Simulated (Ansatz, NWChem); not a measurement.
# Predicting a hybrid from its neighbours: C2H2

The species is C2H2 (4 atoms), meant as a singlet with charge 0. As SMILES, `C#C`. Geometry: relaxed at PBE0-D4/def2-TZVP.

The HOMO–LUMO gap y, in eV, basis def2-TZVPPD; a is the functional's share of exact exchange. Programs: Ansatz 0.2.0, NWChem 7.3.0.

| functional | program | a | y (eV) |
| --- | --- | --- | --- |
| revPBE | Ansatz | 0 | 6.91 |
| TPSS | NWChem | 0 | 7.14 |
| B3LYP | Ansatz | 0.2 | ? |
| PBE0 | Ansatz | 0.25 | 9.17 |
| r2SCAN0 | Ansatz | 0.25 | 9.58 |
| BHLYP | Ansatz | 0.5 | 10.55 |

Task: Fit y = c + s·a to the known rows and predict B3LYP.

Result: 
1. Means of the 5 rows: a = 0.2000, y = 8.670.
2. Σ(Δa)² = 0.175, Σ(Δa·Δy) = 1.2925, so the slope is 1.2925/0.175 = 7.3857.
3. Intercept: 8.670 − (7.3857) × 0.2000 = 7.193. The largest residual of the fit is 0.54.
4. B3LYP: 7.193 + (7.3857) × 0.2 = 8.67 eV.

The run gave 8.63 eV, so the prediction is off by +0.04 eV, within the scatter of the fit. Exact exchange lowers occupied levels and raises empty ones.

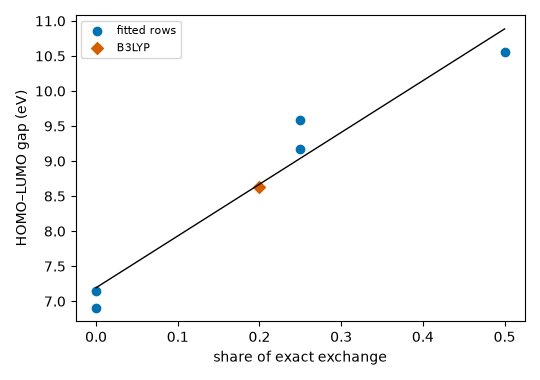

The fitted line, with the withheld row.
